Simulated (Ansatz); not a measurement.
Input

```
crystal:
  periodic: [false, false, false]
  atoms:
    - { symbol: Si, position_ang: [0.0, 0.0, 0.0] }
    - { symbol: H, position_ang: [0.0, 0.0, 1.81] }
    - { symbol: O, position_ang: [1.5842, 0.0, -0.5594] }
    - { symbol: H, position_ang: [1.9006, -0.9521, -0.6761] }
    - { symbol: H, position_ang: [-0.6877, 1.1914, -0.4862] }
    - { symbol: F, position_ang: [-0.7489, -1.2974, -0.5295] }
    - { symbol: F, position_ang: [0.9912, 1.4948, 0.596] }
    - { symbol: H, position_ang: [0.538, 0.8114, 1.693] }
basis:
  gaussian: { orbitals: def2-SVP }
hamiltonian:
  xc: pbe0
  dispersion: d4
relax:
  f_tol: 0.15
  max_steps: 25
  restrain:
    - { distance: [0, 6], at: 2.79, k: 30.0 }
    - { distance: [7, 1], at: 1.86, k: 30.0 }
    - { distance: [0, 1], at: 1.46, k: 30.0 }
    - { distance: [7, 6], at: 0.92, k: 30.0 }
output:
  orbitals: {}
```

Command:

```sh
ansatz run input.yaml --threads 1 --pin off --max-ram 2048MiB --backend cpu --events-out ev --progress --plain --runs-dir out
```

The fields are those of the run's last geometry, not of the input's.

Computed with RKS PBE0-D4/def2-SVP in Ansatz 0.2.0.

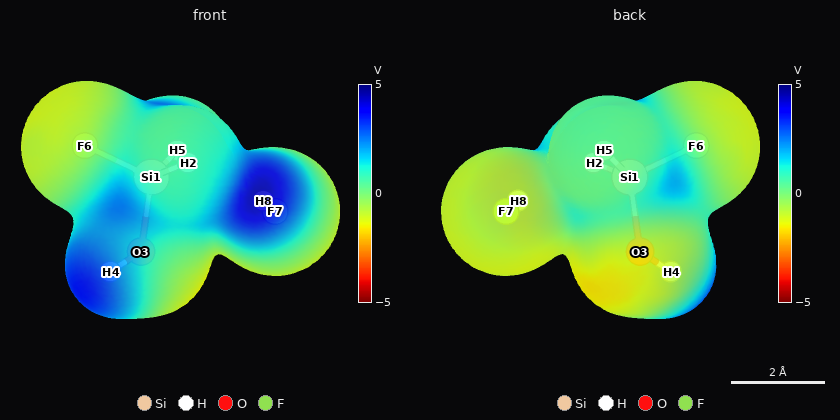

FH3OSi···HF. The electrostatic potential painted on the density surface at 0.004 e/bohr³, seen from the front and from behind; the colour scale runs from red (negative) to blue (positive).

Which sites attract a positive test charge, and which a negative one?

Answer. A positive charge is drawn to the negative regions and a negative charge to the positive ones. The most negative region (about −1.6 V, or −37 kcal/mol for a unit charge) lies over O3, the most positive (about +4.2 V, or +97 kcal/mol for a unit charge) over H8. O3 is the likeliest acceptor of a hydrogen bond.
